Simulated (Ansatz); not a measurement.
## Electronic structure of BH3···HCl in real space

```xyz
6

B    -0.0984   -0.6921    0.2747
Cl    0.6499    1.1004   -0.9280
H    -0.4829   -1.3350   -0.6574
H     0.9492   -0.9678    0.7809
H    -0.1137    1.9795   -0.3921
H    -0.9041   -0.0850    0.9219
```

The product side of a reaction path; geometry: PBE0-D4/def2-TZVP.

These are results of Ansatz, RKS PBE0-D4/def2-TZVPP, not measurements.

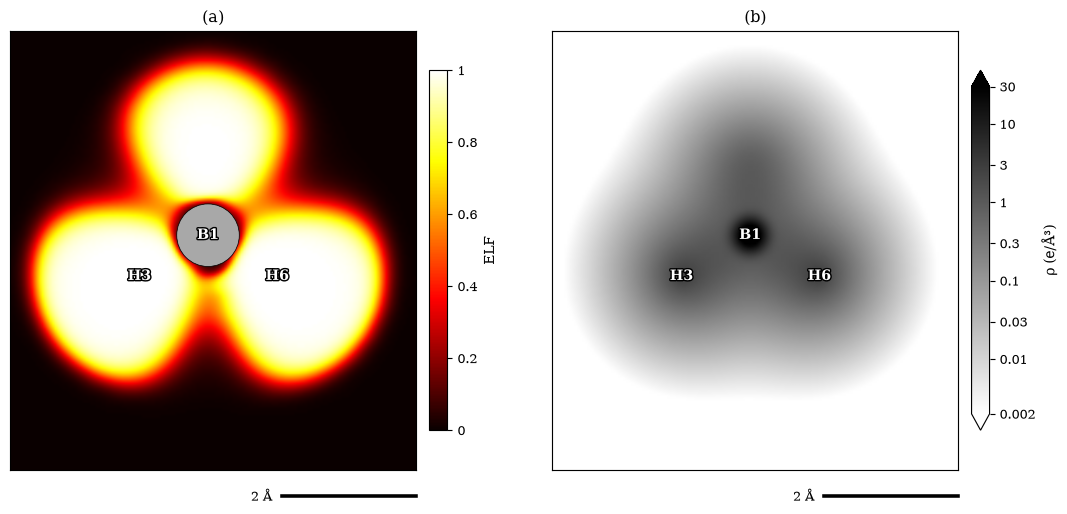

Figure 1. (a) electron localisation function; (b) total electron density on the plane of atoms H3, B1 and H6. Grey discs cover the atomic cores in the ELF map.

Question: Describe what can be read from this map.

Answer:
- The plane passes through B and H nuclei.
- B–H (1.20 Å): ρ is about 1.2 e/Å³ halfway; the ELF climbs to about 1 towards the hydrogen, as it does in any bond to H: an ordinary covalent bond to hydrogen.

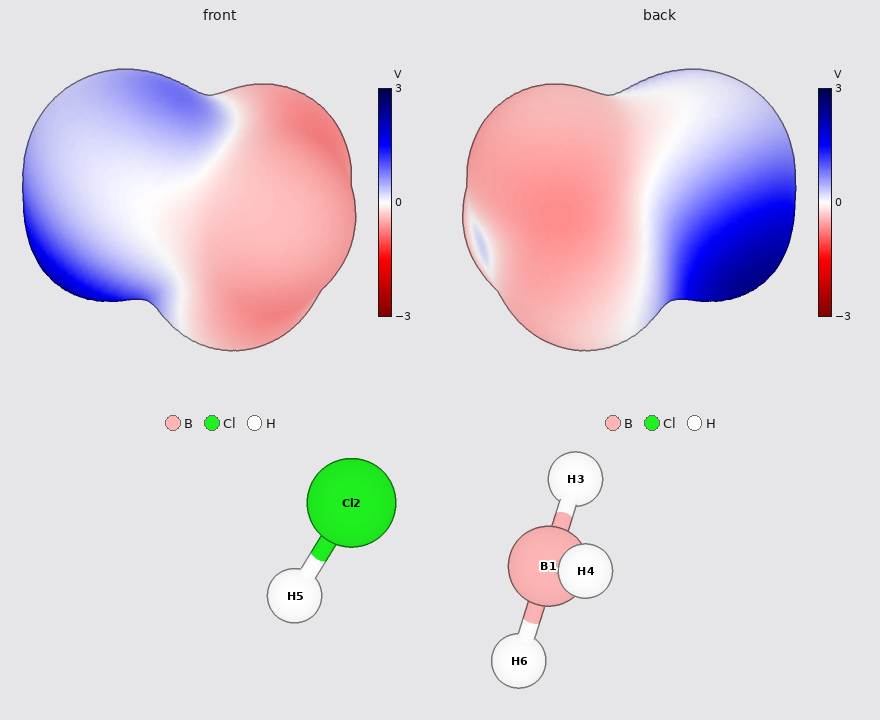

Figure 2. The electrostatic potential painted on the density surface at 0.001 e/bohr³, seen from the front and from behind; the colour scale runs from red (negative) to blue (positive). The bare structure is drawn below in the same view.

Question: Where is the surface potential most negative and most positive?

Answer: The most negative region (about −0.7 V, or −16 kcal/mol for a unit charge) lies over H4, the most positive (about +2.4 V, or +55 kcal/mol for a unit charge) over H5. Cl2 shows a σ-hole: about +0.8 V, or +18 kcal/mol for a unit charge at the tip opposite its bond, against about +0.1 V on its flanks.

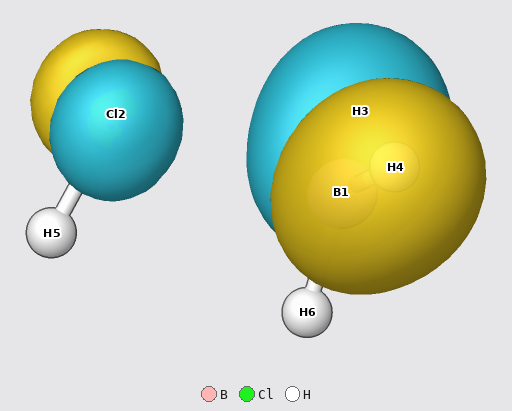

Figure 3. One frontier orbital at ±0.15 Å⁻³ᐟ² (yellow and cyan are the two phases), seen at a tilt.

Question: Which orbital is it: HOMO or LUMO?

Answer: The HOMO, at −8.92 eV. Its weight (Hirshfeld) is mainly on B1 (about 35 %), H3 (about 25 %), H4 (about 25 %) and Cl2 (about 15 %).

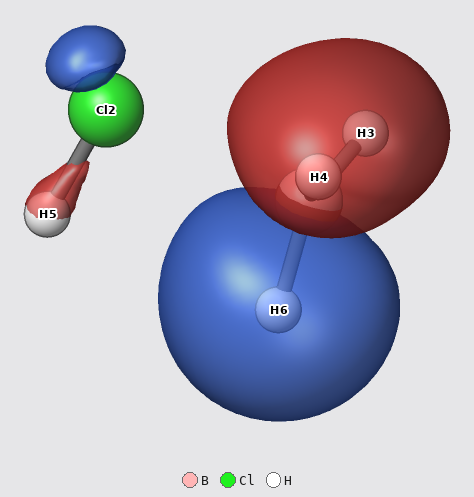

Figure 4. The HOMO−1 at ±0.1 Å⁻³ᐟ² (red and blue are the two phases), seen at a tilt.

Question: Describe this orbital and give its energy.

Answer: By Hirshfeld shares it lies mainly on B1 (about 40 %), H6 (about 35 %), H4 (about 10 %) and H3 (about 10 %). Its energy is −9.18 eV.
